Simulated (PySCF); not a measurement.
**SiBrCl3 (bromotrichlorosilane) at 6 levels**

Wanted: a comparison of 6 runs (HF/STO-3G, HF/3-21G, B2PLYP/cc-pVDZ, wB97M-V/cc-pVDZ, B3LYP/6-31G*, SCS-MP2/cc-pVDZ) of SiBrCl3 (bromotrichlorosilane). 

The calculation is run with PySCF 2.14.0.

1 further run of the same task is left out (set aside as unsound or not needed).

## (1) The molecule

SiBrCl3: 5 atoms, total charge 0, spin state singlet. SMILES: `Cl[Si](Cl)(Cl)Br`. The Si2–Cl3 distance was set to 4.451 Å, away from the relaxed value. At this shape a bond of the SMILES string is far longer than usual.

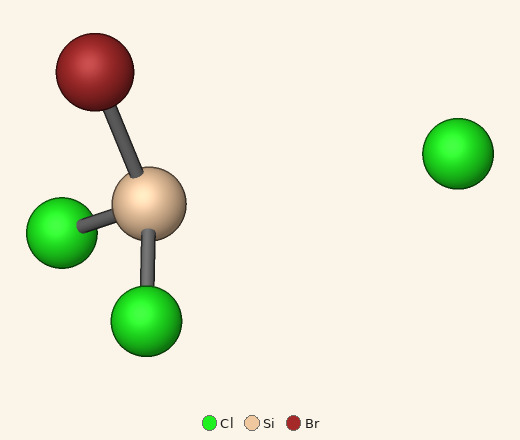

The structure, seen from a chosen angle (chlorine green, silicon light orange, bromine red).

## (2) The energy at HF/STO-3G (run 1)

Input file run.py:

```python
from pyscf import gto, scf

system = gto.M(
    atom='''
Cl      -2.877418       1.121018       1.888800
Si      -2.021118       1.296118       0.064000
Cl       1.690500      -1.158200      -0.059200
Cl      -3.310218       0.629018      -1.345600
Br      -1.530118       3.393118      -0.320700
''',
    spin=0,
    verbose=3,
    basis='sto-3g',
    max_memory=1860,
)

mf = scf.RHF(system)
mf.conv_tol = 1e-10
mf.kernel()
if not mf.converged:
    mf = mf.newton().run(mf.mo_coeff, mf.mo_occ)

e_final = mf.e_tot
print(f'total energy: {e_final:.8f} hartree')
```

On the command line:

```
$ OMP_NUM_THREADS=1 python run.py
```

The log of the run:

```text
SCF not converged.
SCF energy = -4193.92489504969
converged SCF energy = -4193.93818851321
total energy: -4193.93818851 hartree
```

Run time: 2.8 s. Hardware: 1 thread of Intel Xeon at 2.70GHz, shared host; peak memory 0.12 GiB.

## (3) A single-point energy at HF/3-21G (run 2)

Input file job.py:

```python
from pyscf import gto

mol = gto.M(
    atom='''
Cl    -5.437532     2.118417     3.569315
Si    -3.819359     2.449308     0.120942
Cl     3.194582    -2.188681    -0.111872
Cl    -6.255405     1.188672    -2.542815
Br    -2.891504     6.412064    -0.606035
''',
    spin=0,
    basis='3-21g',
    unit='bohr',
    max_memory=1860,
    verbose=4,
    charge=0,
)

calc0 = mol.RHF()
calc0.conv_tol = 1e-10
calc0.kernel()
if not calc0.converged:
    calc0 = calc0.newton().run(calc0.mo_coeff, calc0.mo_occ)

e_tot = calc0.e_tot
print('Final energy', e_tot)
```

On the command line:

```
$ OMP_NUM_THREADS=1 python job.py
```

The log of the run:

```text
PySCF version 2.14.0

[INPUT] num. atoms = 5
[INPUT] num. electrons = 100
[INPUT] charge = 0
[INPUT] spin (= nelec alpha-beta = 2S) = 0
[INPUT] symmetry False subgroup None
[INPUT] Mole.unit = bohr
[INPUT] Symbol           X                Y                Z      unit          X                Y                Z       unit  Magmom
[INPUT]  1 Cl    -2.877418018048   1.121017999626   1.888800156595 AA   -5.437532000000   2.118417000000   3.569315000000 Bohr   0.0
[INPUT]  2 Si    -2.021117743122   1.296117976124   0.063999750243 AA   -3.819359000000   2.449308000000   0.120942000000 Bohr   0.0
[INPUT]  3 Cl     1.690499992815  -1.158200107174  -0.059200112940 AA    3.194582000000  -2.188681000000  -0.111872000000 Bohr   0.0
[INPUT]  4 Cl    -3.310217771075   0.629018133659  -1.345599749586 AA   -6.255405000000   1.188672000000  -2.542815000000 Bohr   0.0
[INPUT]  5 Br    -1.530118022084   3.393118143761  -0.320699911020 AA   -2.891504000000   6.412064000000  -0.606035000000 Bohr   0.0

nuclear repulsion = 612.892776732153
number of shells = 38
number of NR pGTOs = 162
number of NR cGTOs = 74
basis = 3-21g
ecp = {}

******** <class 'pyscf.scf.hf.RHF'> ********
method = RHF
initial guess = minao
damping factor = 0
level_shift factor = 0
DIIS = <class 'pyscf.scf.diis.CDIIS'>
diis_start_cycle = 1
diis_space = 8
diis_damp = 0
SCF conv_tol = 1e-10
SCF conv_tol_grad = None
SCF max_cycles = 50
direct_scf = True
direct_scf_tol = 1e-13
Set gradient conv threshold to 1e-05
Initial guess from minao.
init E= -4215.89731986278
  HOMO = -0.428103868653305  LUMO = -0.161104258937368  gap/eV = 7.26543
cycle= 1 E= -4219.07523516885  delta_E= -3.18  |g|= 0.631  |ddm|= 2.18

WARN: HOMO -0.201288692836447 == LUMO -0.201284338641355

cycle= 2 E= -4218.66925704111  delta_E= 0.406  |g|= 0.973  |ddm|= 3.31
  HOMO = -0.322633361294802  LUMO = -0.215794641895863  gap/eV = 2.90723
cycle= 3 E= -4219.21206759336  delta_E= -0.543  |g|= 0.311  |ddm|= 3.02
  HOMO = -0.27587499417855  LUMO = -0.198421329543362  gap/eV = 2.10762
cycle= 4 E= -4219.23384204962  delta_E= -0.0218  |g|= 0.19  |ddm|= 0.242
  HOMO = -0.262234454016865  LUMO = -0.193686615905389  gap/eV = 1.86528
cycle= 5 E= -4219.26049370055  delta_E= -0.0267  |g|= 0.0548  |ddm|= 0.506
  HOMO = -0.285614252802381  LUMO = -0.182411075501623  gap/eV = 2.80830
cycle= 6 E= -4219.27210021971  delta_E= -0.0116  |g|= 0.0496  |ddm|= 0.423
  HOMO = -0.315743578649503  LUMO = -0.17311794238623  gap/eV = 3.88104
cycle= 7 E= -4219.27534915562  delta_E= -0.00325  |g|= 0.025  |ddm|= 0.211
  HOMO = -0.333099241791732  LUMO = -0.155458791750605  gap/eV = 4.83384
cycle= 8 E= -4219.27650833055  delta_E= -0.00116  |g|= 0.0218  |ddm|= 0.284
  HOMO = -0.320388537210665  LUMO = -0.16285222739544  gap/eV = 4.28678
cycle= 9 E= -4219.27676016133  delta_E= -0.000252  |g|= 0.00143  |ddm|= 0.0809
  HOMO = -0.320162698496456  LUMO = -0.162750327768411  gap/eV = 4.28341
cycle= 10 E= -4219.27676110561  delta_E= -9.44e-07  |g|= 0.000434  |ddm|= 0.00262
  HOMO = -0.320536046168889  LUMO = -0.162465491302831  gap/eV = 4.30132
cycle= 11 E= -4219.2767614158  delta_E= -3.1e-07  |g|= 9.24e-05  |ddm|= 0.00381
  HOMO = -0.320462237668544  LUMO = -0.162535332588802  gap/eV = 4.29741
cycle= 12 E= -4219.27676142605  delta_E= -1.02e-08  |g|= 3.17e-05  |ddm|= 0.000698
  HOMO = -0.320488681384605  LUMO = -0.162518643045017  gap/eV = 4.29858
cycle= 13 E= -4219.27676142742  delta_E= -1.37e-09  |g|= 5.62e-06  |ddm|= 0.000219
  HOMO = -0.320487177007767  LUMO = -0.162520137535703  gap/eV = 4.29850
cycle= 14 E= -4219.27676142747  delta_E= -5.46e-11  |g|= 2.75e-06  |ddm|= 3.09e-05
  HOMO = -0.32048823280678  LUMO = -0.162519355716818  gap/eV = 4.29855
Extra cycle  E= -4219.2767614275  delta_E= -2.36e-11  |g|= 2.64e-06  |ddm|= 1.56e-05
converged SCF energy = -4219.2767614275
Final energy -4219.276761427498
```

Run time: 1.9 s. Hardware: 1 thread of Intel Xeon at 2.70GHz, shared host; peak memory 0.15 GiB.

Run 3 isn't shown in full; the table further down has it.

## (4) The energy at wB97M-V/cc-pVDZ (run 4)

Input file job.py:

```python
from pyscf import gto, dft

mol = gto.M(
    atom='''
Cl      -2.877418       1.121018       1.888800
Si      -2.021118       1.296118       0.064000
Cl       1.690500      -1.158200      -0.059200
Cl      -3.310218       0.629018      -1.345600
Br      -1.530118       3.393118      -0.320700
''',
    max_memory=1860,
    verbose=3,
    basis='cc-pvdz',
)

mf = dft.RKS(mol)
mf.xc = 'wb97m-v'
mf.grids.level = 5
mf.nlcgrids.level = 1
mf.conv_tol = 1e-10
mf.kernel()
if not mf.converged:
    mf = mf.newton().run(mf.mo_coeff, mf.mo_occ)

e_final = mf.e_tot
print('E(%s) = %.9f' % ('WB97M-V', e_final))
```

On the command line:

```
$ OMP_NUM_THREADS=1 python job.py
```

The log of the run:

```text
converged SCF energy = -4244.00566237984
E(WB97M-V) = -4244.005662380
```

Wall time 3.1 min (1 thread of Intel Xeon at 2.70GHz, shared host); peak memory 0.55 GiB.

Run 5 isn't shown in full; the table further down has it.

## (5) A single-point energy at SCS-MP2/cc-pVDZ (run 6)

Input file input.py:

```python
from pyscf import gto, mp

molecule = gto.Mole()
molecule.atom = '''
Cl    -5.437532     2.118417     3.569315
Si    -3.819359     2.449308     0.120942
Cl     3.194582    -2.188681    -0.111872
Cl    -6.255405     1.188672    -2.542815
Br    -2.891504     6.412064    -0.606035
'''
molecule.spin = 0
molecule.max_memory = 1860
molecule.charge = 0
molecule.basis = 'cc-pvdz'
molecule.verbose = 4
molecule.unit = 'bohr'
molecule.build()

mf = molecule.RHF()
mf.conv_tol = 1e-10
mf.kernel()
if not mf.converged:
    mf = mf.newton().run(mf.mo_coeff, mf.mo_occ)

pt = mp.MP2(mf, frozen=29).run()
etot = mf.e_tot + 1.2 * pt.e_corr_os + pt.e_corr_ss / 3
print(f'total energy: {etot:.8f} hartree')
```

On the command line:

```
$ OMP_NUM_THREADS=1 python input.py
```

The log of the run:

```text
PySCF version 2.14.0

[INPUT] num. atoms = 5
[INPUT] num. electrons = 100
[INPUT] charge = 0
[INPUT] spin (= nelec alpha-beta = 2S) = 0
[INPUT] symmetry False subgroup None
[INPUT] Mole.unit = bohr
[INPUT] Symbol           X                Y                Z      unit          X                Y                Z       unit  Magmom
[INPUT]  1 Cl    -2.877418018048   1.121017999626   1.888800156595 AA   -5.437532000000   2.118417000000   3.569315000000 Bohr   0.0
[INPUT]  2 Si    -2.021117743122   1.296117976124   0.063999750243 AA   -3.819359000000   2.449308000000   0.120942000000 Bohr   0.0
[INPUT]  3 Cl     1.690499992815  -1.158200107174  -0.059200112940 AA    3.194582000000  -2.188681000000  -0.111872000000 Bohr   0.0
[INPUT]  4 Cl    -3.310217771075   0.629018133659  -1.345599749586 AA   -6.255405000000   1.188672000000  -2.542815000000 Bohr   0.0
[INPUT]  5 Br    -1.530118022084   3.393118143761  -0.320699911020 AA   -2.891504000000   6.412064000000  -0.606035000000 Bohr   0.0

[... 27 lines left out ...]
WARN: HOMO -0.194974884023879 == LUMO -0.194959899362444
[... 34 lines left out ...]
converged SCF energy = -4239.80341236849
[... 1 line left out ...]
******** <class 'pyscf.mp.mp2.RMP2'> ********
nocc = 21, nmo = 70
frozen orbitals 29
E(RMP2) = -4240.45184490479  E_corr = -0.648432536301985
E(SCS-RMP2) = -4240.42908835443  E_corr = -0.625675985937252
E_corr(same-spin) = -0.175895835721304
E_corr(oppo-spin) = -0.472536700580681
total energy: -4240.42908835 hartree
```

Wall time 4.8 s (1 thread of Intel Xeon at 2.70GHz, shared host); peak memory 0.26 GiB.

## (6) Overview of the runs

```tsv
run	level	frozen core orbitals	integration grid	energy (Eh)	dipole moment (D) of the reference	HOMO energy (eV)	LUMO energy (eV)	wall time
1	HF/STO-3G	–	–	-4193.938189	7.07	-5.76	-2.16	2.8 s
2	HF/3-21G	–	–	-4219.276761	9.32	-8.72	-4.42	1.9 s
3	B2PLYP/cc-pVDZ	29	5	-4243.264364	8.55	-7.57	-5.13	36 s
4	wB97M-V/cc-pVDZ	–	5	-4244.005662	8.80	-8.52	-4.44	3.1 min
5	B3LYP/6-31G* (spherical functions)	–	5	-4243.964667	7.30	-7.08	-6.11	68 s
6	SCS-MP2/cc-pVDZ	29	–	-4240.429088	11.57	-8.28	-3.80	4.8 s
```

## (7) Results

```
                                           quantity           value
                                run 6: total energy  -4240.42909 Eh
        run 6: dipole moment (Hartree–Fock density)         11.57 D
         run 6: HOMO energy (Hartree–Fock orbitals)        -8.28 eV
         run 6: LUMO energy (Hartree–Fock orbitals)        -3.80 eV
       run 6: HOMO–LUMO gap (Hartree–Fock orbitals)         4.48 eV
run 6: correlation energy (29 core orbitals frozen)      -625.7 mEh
```

Over runs 1, 2, 3, 4, 5 the dipole moment (its size) runs from 7.07 D (HF/STO-3G) to 9.32 D (HF/3-21G). Over runs 1, 2, 3, 4, 5 the HOMO–LUMO gap runs from 0.97 eV (B3LYP/6-31G*) to 4.30 eV (HF/3-21G). The two ends differ in method and basis. Totals of different functionals can't be ranked against each other. In run 1 the basis is minimal, so the values are rough. In runs 1, 2, 3, 4, 5, 6 a closed-shell determinant meets a far-stretched bond, which it describes badly. All runs together took 5 min, the longest 3.1 min.
